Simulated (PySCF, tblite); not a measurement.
**C₅H₉NO₂Si: geometry, infrared bands and NMR shifts**

Wanted: the infrared bands and NMR shifts of C₅H₉NO₂Si (`C/C=C(\C#N)O[SiH2]OC`), by calculation.

Programs: tblite 0.8.0 and PySCF 2.14.0, with density-fitted response routines of our own. Each step states its level of theory. These are calculated values for one molecule in the gas phase, unless marked as measured. Atoms are numbered from 0 throughout.

### Step 1. Starting geometry

18 atoms, charge 0, multiplicity 1; geometry from: force field or distance geometry start.

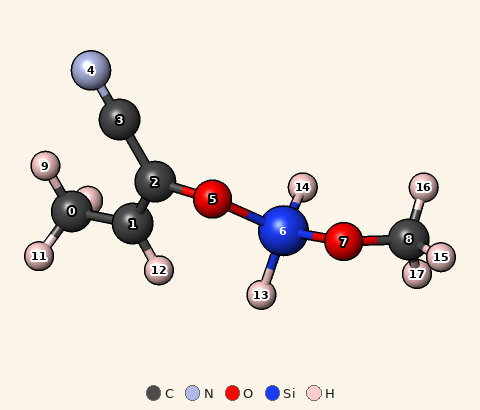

The starting geometry (carbon dark grey, nitrogen light blue, oxygen red, silicon blue, hydrogen pink), atoms numbered; sticks join atoms by distance.

### Step 2. Geometry optimisation with GFN2-xTB

What the job is given:

```
{"job": {"kind": "relax", "xc": "GFN2-xTB", "basis": "xTB"}, "charge": 0, "multiplicity": 1}
C     -3.247500    -0.327500    -0.451800
C     -1.821600    -0.310200    -0.093400
C     -1.154400     0.791800     0.226700
C     -1.847200     2.063700     0.201300
N     -2.394200     3.078500     0.199300
O      0.171700     0.667600     0.545400
Si     1.269800    -0.315300    -0.412200
O      2.815900    -0.122200     0.273000
C      3.850700    -0.358000    -0.630800
H     -3.677900     0.699900    -0.264400
H     -3.319000    -0.561200    -1.554900
H     -3.778400    -1.104500     0.128900
H     -1.309900    -1.265000    -0.064200
H      0.759300    -1.703100    -0.295800
H      1.182500     0.028300    -1.827400
H      4.765500    -0.396900    -0.000200
H      3.952700     0.473700    -1.360800
H      3.773400    -1.333300    -1.159800
```

On the command line:

```
OMP_NUM_THREADS=1 python probes_run.py task.json out
```

One launch serves the whole session: the jobs run in the order shown.

**Question.** This job is followed by: GFN2-xTB harmonic vibrations, gas phase; GIAO PBE0/pcSseg-1 NMR shielding, non-relativistic, gas phase. What will the session give for the following? strongest single infrared mode (GFN2-xTB); zero-point energy (GFN2-xTB); ¹³C shifts against TMS (PBE0/pcSseg-1); ¹H shifts against TMS (PBE0/pcSseg-1, means over atoms taken as alike); ¹⁵N shifts against NH3 (PBE0/pcSseg-1); ¹⁷O shifts against H2O (PBE0/pcSseg-1); ²⁹Si shifts against TMS (PBE0/pcSseg-1).

As calculated:

```
                                                              quantity                                value
                             strongest single infrared mode (GFN2-xTB)                2217 cm⁻¹, 407 km/mol
                                          zero-point energy (GFN2-xTB)                        81.9 kcal/mol
                                ¹³C shifts against TMS (PBE0/pcSseg-1)  133.8, 126.6, 118.7, 50.3, 17.3 ppm
¹H shifts against TMS (PBE0/pcSseg-1, means over atoms taken as alike)           5.33, 4.95, 3.87, 2.10 ppm
                                ¹⁵N shifts against NH3 (PBE0/pcSseg-1)                            320.9 ppm
                                ¹⁷O shifts against H2O (PBE0/pcSseg-1)                       110.4, 5.0 ppm
                               ²⁹Si shifts against TMS (PBE0/pcSseg-1)                            -33.8 ppm
```

What this shows: Over 156 steps the energy fell by 0.876 eV; of the close pairs, O5–Si6 changed most, 1.758 to 1.618 Å. No mode is imaginary among the 48: a minimum at this level. The strongest single mode, at 2217 cm⁻¹, moves mainly H14 and H13. GFN2-xTB is a fitted tight-binding method: band positions and strengths are rough. Its intensities can rank the bands wrongly. The most deshielded carbon is C2 (alkene carbon bearing oxygen), at 133.8 ppm: as expected for a trigonal carbon in a double bond. The most deshielded hydrogen is H12 (hydrogen on a β carbon of an enol-ether or enamine type C=C), at 5.33 ppm: olefinic region. At PBE0/pcSseg-1: The widest tensor belongs to N4: span 443 ppm, with a paramagnetic part of -395 ppm.
